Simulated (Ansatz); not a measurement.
**CH₇OPSi: small, medium and large basis sets**

Aim: see how fast density functionals converge with the basis set for CH₇OPSi.

The runs use Ansatz 0.2.0, Gaussian basis; one geometry, several basis sets.

Plan: PBE0-D4/def2-SVP; ωB97M-V/def2-SVP; PBE0-D4/def2-QZVPP; ωB97M-V/def2-QZVPP; the functionals' def2-TZVPP values are taken from earlier runs.

## (1) The geometry

All runs share one geometry, relaxed beforehand with PBE0-D4 in a triple-zeta def2 set.

SMILES `OC[SiH2]P`, 11 atoms, charge 0, spin multiplicity 1.

Atoms are counted from 1 here; the program's logs count them from 0.

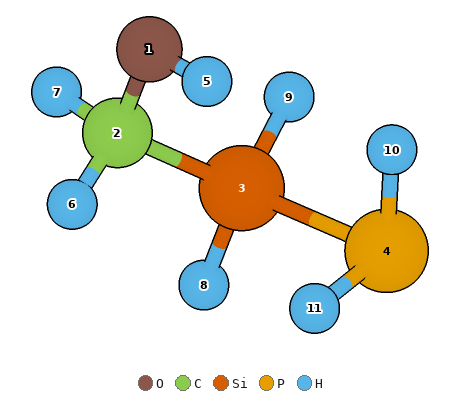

The geometry (oxygen brown, carbon green, silicon orange, phosphorus amber, hydrogen blue); atoms are numbered from 1 in the order of the file.

## (2) PBE0-D4 in def2-SVP

Contents of in.yaml:

```yaml
crystal:
  periodic: [false, false, false]
  atoms:
    - {symbol: O, position_ang: [-1.619097, 0.784607, -0.511571]}
    - {symbol: C, position_ang: [-0.546645, 1.093336, 0.363131]}
    - {symbol: Si, position_ang: [0.452483, -0.430755, 0.884316]}
    - {symbol: P, position_ang: [1.172977, -1.645512, -0.878155]}
    - {symbol: H, position_ang: [-1.259574, 0.330930, -1.279305]}
    - {symbol: H, position_ang: [0.124227, 1.851169, -0.067055]}
    - {symbol: H, position_ang: [-0.993606, 1.544921, 1.253718]}
    - {symbol: H, position_ang: [1.652519, -0.005728, 1.657165]}
    - {symbol: H, position_ang: [-0.371491, -1.342459, 1.721380]}
    - {symbol: H, position_ang: [-0.112327, -1.726811, -1.482740]}
    - {symbol: H, position_ang: [1.565933, -0.510597, -1.640186]}
basis:
  gaussian: {orbitals: def2-SVP}
hamiltonian: {xc: pbe0, dispersion: d4}
output: {orbitals: {seedname: orbitals}}
```

Command:

```
$ ansatz run in.yaml --threads 4 --pin off --events-out ev --progress --plain --max-ram 10444MiB
```

Further steps of the session: ωB97M-V in def2-SVP; PBE0-D4 in def2-QZVPP; ωB97M-V in def2-QZVPP.

**Question.** What will the summary of the whole plan be? Wanted: PBE0-D4: double and triple zeta above quadruple; ωB97M-V: double and triple zeta above quadruple.

**Answer**, as computed:

| quantity | value |
| --- | --- |
| PBE0-D4: double and triple zeta above quadruple | 10.55, 0.75 eV |
| ωB97M-V: double and triple zeta above quadruple | 10.69, 0.71 eV |

In words: PBE0-D4 gains 9.80 eV from double to triple zeta, then 0.75 eV more. These are total energies; as a rule much of such shifts cancels in differences, which this series doesn't test. The LUMO of ωB97M-V is positive and keeps falling with the basis (2.54 to 1.26 eV): an unbound level that the basis holds in place.
